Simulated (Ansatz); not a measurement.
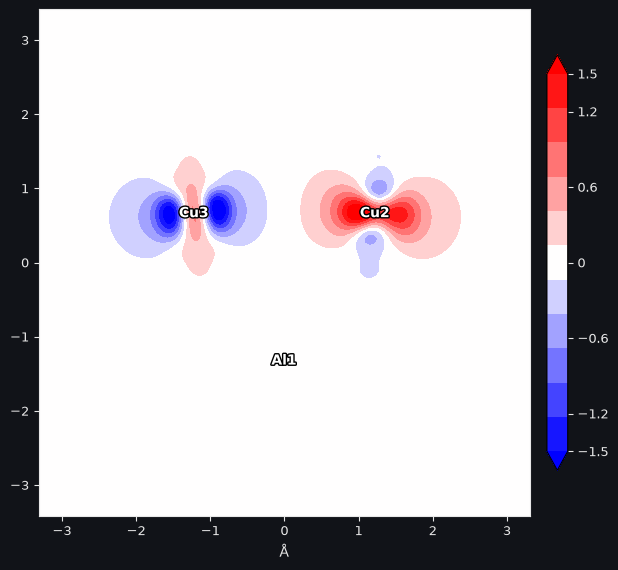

*AlCu2 (quartet). The HOMO−1 (β) on the molecular plane (values in Å⁻³ᐟ²; the overall sign is arbitrary).*

Geometry: PBE-D4/def2-TZVP.

These are results of UKS PBE0-D4/def2-TZVP (Ansatz), not measurements.

The calculation's input:

```
crystal:
  periodic: [false, false, false]
  atoms:
    - {symbol: Al, position_ang: [-0.019031, 1.320067, 0.091718]}
    - {symbol: Cu, position_ang: [0.589128, -0.577274, -1.116683]}
    - {symbol: Cu, position_ang: [-0.570087, -0.742791, 1.024976]}
basis:
  gaussian: {orbitals: def2-TZVP, initial_orbitals: start.molden}
magnetization: {spin_polarized: true, initial_magnetization: 3}
hamiltonian: {xc: pbe0, dispersion: d4}
output: {orbitals: {seedname: orbitals}}
```

Run with:

```sh
ansatz run in.yaml --threads 4 --pin off --events-out ev --progress --plain --max-ram 3916MiB
```

Question: Where does this orbital lie, and at what energy?

Answer: By Hirshfeld shares it lies mainly on Cu2 (about 50 %) and Cu3 (about 50 %). Its energy is −7.80 eV.
